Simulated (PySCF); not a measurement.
**C₅H₁₄O₂Si₂: density, localisation and related maps**

```xyz
23

C     3.8921    0.7011    0.8590
C     2.9434   -0.4260    0.4831
O     1.7371    0.1156    0.0116
Si    0.4461   -0.6791   -0.5323
C    -0.8928    0.6018   -0.9073
C    -2.2354   -0.0533   -0.5451
C    -3.3373    0.9813   -0.3387
Si   -1.8948   -1.2242    0.9286
O    -0.3160   -1.5446    0.6372
H     3.4407    1.3247    1.6257
H     4.0985    1.3175   -0.0118
H     4.8249    0.2908    1.2355
H     3.3838   -1.0518   -0.3019
H     2.7379   -1.0633    1.3503
H     0.7588   -1.6565   -1.5727
H    -0.7409    1.4835   -0.2810
H    -0.9028    0.9493   -1.9394
H    -2.5288   -0.6816   -1.3957
H    -4.2896    0.4936   -0.1397
H    -3.1041    1.6274    0.5052
H    -3.4518    1.6070   -1.2237
H    -2.5864   -2.5055    0.8508
H    -1.9870   -0.5809    2.2367
```

Geometry: GFN2-xTB.

Level of theory: PBE0/pcSseg-1, SCF density, gas phase, non-relativistic (PySCF 2.14.0).

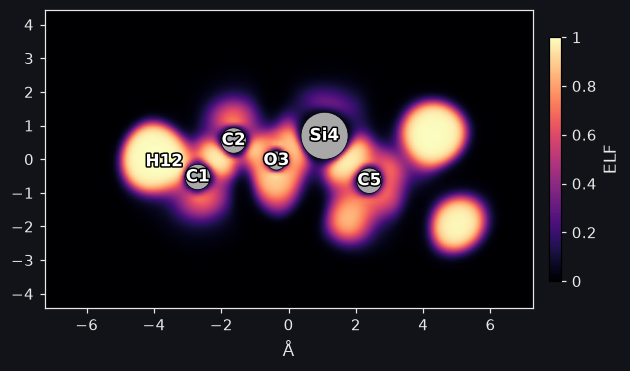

Figure 1. Electron localisation function on the plane of atoms C2, C1 and H12. Grey discs cover the atomic cores.

### What does the map show?

The plane passes through C, O, Si and H nuclei.
C–O (1.40 Å): the ELF peaks at about 0.90 between the atoms (a polar covalent bond).
C–C (1.52 Å): the ELF peaks at about 0.95 between the atoms (localised, covalent bonding).
Si–O (1.61 Å): the ELF peaks at about 0.85 between the atoms, as expected for a polar covalent bond.
C–Si (1.89 Å): the ELF peaks at about 0.95 between the atoms (a shared electron pair).
C–H (1.09 Å): the ELF climbs to about 1 towards the hydrogen, as it does in any bond to H: an ordinary covalent bond to hydrogen.
The ELF also peaks beside O3, away from the bonds: lone-pair regions.

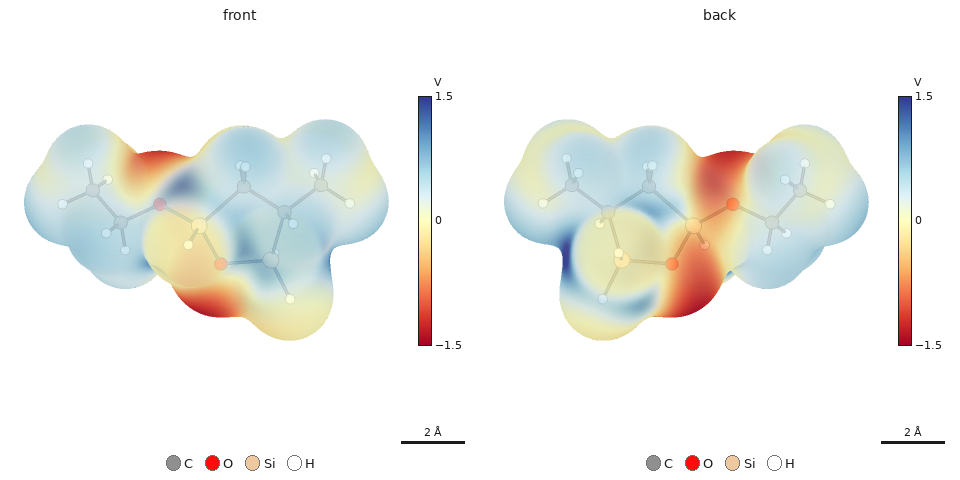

Figure 2. The electrostatic potential painted on the density surface at 0.002 e/bohr³, seen from the front and from behind; the colour scale runs from red (negative) to blue (positive).

### Where is the surface potential most negative and most positive?

The most negative region (about −1.4 V, or −32 kcal/mol for a unit charge) lies over O9, the most positive (about +1.4 V, or +32 kcal/mol for a unit charge) over Si8. O9 is the likeliest acceptor of a hydrogen bond.
